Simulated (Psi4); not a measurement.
**B2H5F (diborane mono F) at TPSS/def2-SVP (Coulomb fitting set, sweep point 1)**

What is the vertical electron affinity of B2H5F (diborane mono F) at TPSS/def2-SVP (Coulomb fitting set, sweep point 1)? 

The calculation is run with Psi4 1.11.

3 further runs of the same task are left out: 3 that didn't finish.

## Step 1: The system as given

B2H5F: 8 atoms, total charge 0, spin state singlet. The shape is that of a GFN2-xTB optimisation.

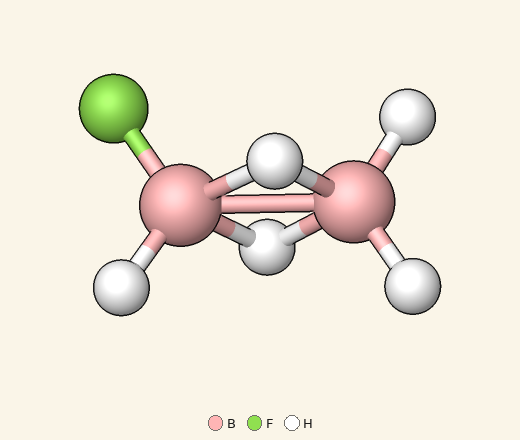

Viewed from a chosen angle; boron pink, fluorine green, hydrogen white.

## Step 2: The energy at TPSS/def2-SVP (Coulomb fitting set, sweep point 1)

Input file calc.inp:

```
memory 1600 MB

molecule mol {
  0 1
  B     -0.25084225     1.65109151    -0.37898457
  F     -0.49370985     2.28957328    -2.81332977
  H     -0.38219711     3.31599692     1.08602560
  H      1.82131804     0.17338237    -0.04242435
  B      0.25762636    -1.65757327     0.45884440
  H      0.36751394    -3.23583473    -1.08797202
  H      0.46978591    -2.22381081     2.58837677
  H     -1.78947615    -0.31282526     0.18946394
  units au
  symmetry c1
}

set basis def2-SVP
set reference rks
set puream true
set scf_type df
set dft_radial_points 99
set dft_spherical_points 590
set df_basis_scf def2-universal-jfit

result, w = energy('tpss', return_wfn=True)
```

The run is started by

```
psi4 -n 1 calc.inp calc.out
```

calc.out:

```text
[...]
  Running in c1 symmetry.
[...]
  Nuclear repulsion =   63.204315805387502
[...]
  Multiplicity = 1
[...]
  Nalpha       = 12
  Nbeta        = 12
[...]
    Number of basis functions: 67
[...]
   @DF-RKS iter   1:  -152.36417870399924   -3.89025e-01   6.55672e-03 ADIIS/DIIS
[...]
   @DF-RKS iter   8:  -152.49437299936790   -1.68302e-08   4.15489e-07 DIIS
[...]
    Orbital Energies [Eh]
    ---------------------
    Doubly Occupied:
       1A    -24.421703     2A     -6.689718     3A     -6.621546
       4A     -1.111823     5A     -0.616756     6A     -0.478596
       7A     -0.433764     8A     -0.423367     9A     -0.392043
      10A     -0.348682    11A     -0.325308    12A     -0.313045
[...]
  @DF-RKS Final Energy:  -152.49437299936790
   => Energetics <=
    Nuclear Repulsion Energy =             63.2043158053875018
    One-Electron Energy =                -332.9902632425371962
    Two-Electron Energy =                 137.7940099157685836
    DFT Exchange-Correlation Energy =     -20.5024354779868183
    Empirical Dispersion Energy =           0.0000000000000000
    VV10 Nonlocal Energy =                  0.0000000000000000
    Total Energy =                       -152.4943729993678971
[...]
 Multipole Moments:
 ------------------------------------------------------------------------------------
     Multipole            Electronic (a.u.)      Nuclear  (a.u.)        Total (a.u.)
 ------------------------------------------------------------------------------------
 L = 1.  Multiply by 2.5417464519 to convert [e a0] to [Debye]
 Dipole X            :         -0.6528886            0.6706130            0.0177244
 Dipole Y            :          3.1321878           -3.1401879           -0.0080001
 Dipole Z            :         -3.5088755            3.7714057            0.2625302
 Magnitude           :                                                    0.2632494
[...]
```

Run time: 18 s. Hardware: 1 thread of Intel Xeon 6975P-C (Granite Rapids), shared host; peak memory 1.2 GiB.

## Step 3: The doublet anion, same level

Input file input.inp:

```
memory 1600 MB

molecule geom {
  -1 2
  B     -0.25084225     1.65109151    -0.37898457
  F     -0.49370985     2.28957328    -2.81332977
  H     -0.38219711     3.31599692     1.08602560
  H      1.82131804     0.17338237    -0.04242435
  B      0.25762636    -1.65757327     0.45884440
  H      0.36751394    -3.23583473    -1.08797202
  H      0.46978591    -2.22381081     2.58837677
  H     -1.78947615    -0.31282526     0.18946394
  units bohr
  symmetry c1
}

set reference uks
set puream true
set scf_type df
set dft_radial_points 99
set dft_spherical_points 590
set df_basis_scf def2-universal-jfit
set maxiter 100

e, wfn = energy('tpss/def2-SVP', return_wfn=True)
```

The run is started by

```
psi4 -i input.inp -o input.out -n 1
```

input.out:

```text
[...]
  Running in c1 symmetry.
[...]
  Nuclear repulsion =   63.204315805387502
[...]
  Multiplicity = 2
[...]
  Nalpha       = 13
  Nbeta        = 12
[...]
    Number of basis functions: 67
[...]
   @DF-UKS iter   1:  -152.13445650479022   -1.59303e-01   9.52295e-03 ADIIS/DIIS
[...]
   @DF-UKS iter  10:  -152.43379291327693   -3.61706e-09   1.63163e-07 DIIS
[...]
   @S^2 Observed:                7.542143729E-01
[...]
    Orbital Energies [Eh]
    ---------------------
    Alpha Occupied:
       1A    -24.173331     2A     -6.400577     3A     -6.348959
       4A     -0.867733     5A     -0.357322     6A     -0.238204
       7A     -0.189061     8A     -0.182587     9A     -0.148953
      10A     -0.102022    11A     -0.083625    12A     -0.071052
      13A      0.169840
    Alpha Virtual:
      14A      0.256921    15A      0.299332    16A      0.320682
      17A      0.338775    18A      0.361583    19A      0.384197
      20A      0.415011    21A      0.432396    22A      0.461812
      23A      0.479742    24A      0.486938    25A      0.514641
[...]
  @DF-UKS Final Energy:  -152.43379291327693
   => Energetics <=
    Nuclear Repulsion Energy =             63.2043158053875018
    One-Electron Energy =                -338.9575360126985970
    Two-Electron Energy =                 144.0929241206357005
    DFT Exchange-Correlation Energy =     -20.7734968266015549
    Empirical Dispersion Energy =           0.0000000000000000
    VV10 Nonlocal Energy =                  0.0000000000000000
    Total Energy =                       -152.4337929132769318
[...]
 Multipole Moments:
 ------------------------------------------------------------------------------------
     Multipole            Electronic (a.u.)      Nuclear  (a.u.)        Total (a.u.)
 ------------------------------------------------------------------------------------
 L = 1.  Multiply by 2.5417464519 to convert [e a0] to [Debye]
 Dipole X            :         -0.8732469            0.6706130           -0.2026339
 Dipole Y            :          4.1799625           -3.1401879            1.0397745
 Dipole Z            :         -4.6928681            3.7714057           -0.9214624
 Magnitude           :                                                    1.4040244
[...]
```

Wall time 32 s (1 thread of Intel Xeon 6975P-C (Granite Rapids), shared host); peak memory 1.2 GiB.

## Step 4: Outcome

At TPSS/def2-SVP (Coulomb fitting set, sweep point 1):

| quantity | value |
| --- | --- |
| singlet B2H5F: total energy | -152.49437 Eh |
| singlet B2H5F: dipole moment | 0.67 D |
| singlet B2H5F: HOMO energy | -8.52 eV |
| singlet B2H5F: LUMO energy | -1.34 eV |
| singlet B2H5F: HOMO–LUMO gap | 7.18 eV |
| doublet anion: total energy | -152.43379 Eh |
| doublet anion: HOMO energy (highest over α and β) | 4.62 eV |
| doublet anion: LUMO energy (lowest over α and β) | 5.90 eV |
| doublet anion: ⟨S²⟩ | 0.754 |
| vertical electron affinity (to the doublet anion) | -1.648 eV |

**Reading.** The anion lies 1.65 eV (38 kcal/mol) above the neutral: the electron isn't bound at this level, and such a value depends on the basis. Without diffuse functions anions come out too high. The HOMO (doublet anion) lies at positive energy, 4.62 eV, as semi-local functionals often give for anions; only total energies tell whether the electron is bound.
